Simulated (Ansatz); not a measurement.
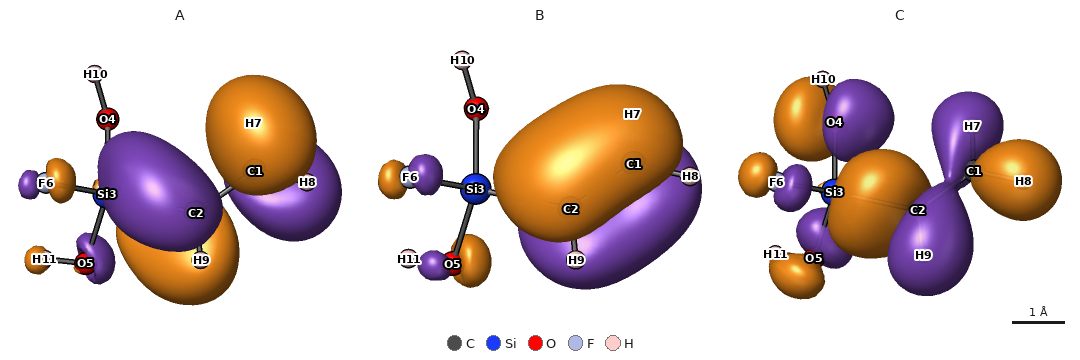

The picture shows: C$_{2}$H$_{5}$FO$_{2}$Si. Three frontier orbitals at ±0.1 Å⁻³ᐟ² (orange and purple are the two phases), in no order.

Geometry: PBE0-D4/def2-TZVP.

Theory: RKS PBE0-D4/def2-TZVPP in Ansatz 0.2.0.

Input file:

```
crystal:
  periodic: [false, false, false]
  atoms:
    - {symbol: C, position_ang: [0.388694, -0.501602, 1.809564]}
    - {symbol: C, position_ang: [-0.460303, 0.162107, 1.029894]}
    - {symbol: Si, position_ang: [-0.203404, 0.330679, -0.781081]}
    - {symbol: O, position_ang: [1.189447, -0.346308, -1.300837]}
    - {symbol: O, position_ang: [-1.456443, -0.361365, -1.546508]}
    - {symbol: F, position_ang: [-0.133079, 1.885942, -1.148861]}
    - {symbol: H, position_ang: [1.273336, -0.983941, 1.404034]}
    - {symbol: H, position_ang: [0.235796, -0.598183, 2.880642]}
    - {symbol: H, position_ang: [-1.335576, 0.620767, 1.485913]}
    - {symbol: H, position_ang: [1.972121, 0.205856, -1.314824]}
    - {symbol: H, position_ang: [-1.405189, -0.470952, -2.497236]}
basis:
  gaussian: {orbitals: def2-TZVPP}
hamiltonian: {xc: pbe0, dispersion: d4}
output: {orbitals: {seedname: orbitals}}
```

Command:

```sh
ansatz run in.yaml --threads 4 --pin off --events-out ev --progress --plain --max-ram 10444MiB
```

Q: Which picture is the HOMO−1, the HOMO and the LUMO?

A: C is the HOMO−1 (−9.12 eV). It lies mainly on C2 (about 25 %), O4 (about 20 %), Si3 (about 15 %), C1 (about 10 %), H9 (about 10 %) and H8 (about 5 %). B is the HOMO (−8.28 eV). By Hirshfeld shares it lies mainly on C2 (about 40 %) and C1 (about 40 %); π-bonding across C2–C1. A is the LUMO (−0.58 eV). By Hirshfeld shares it lies mainly on C1 (about 40 %), C2 (about 30 %) and Si3 (about 10 %); π-antibonding (π*) across C1–C2.

Q: What is the HOMO–LUMO gap?

A: 7.70 eV between the orbital energies.
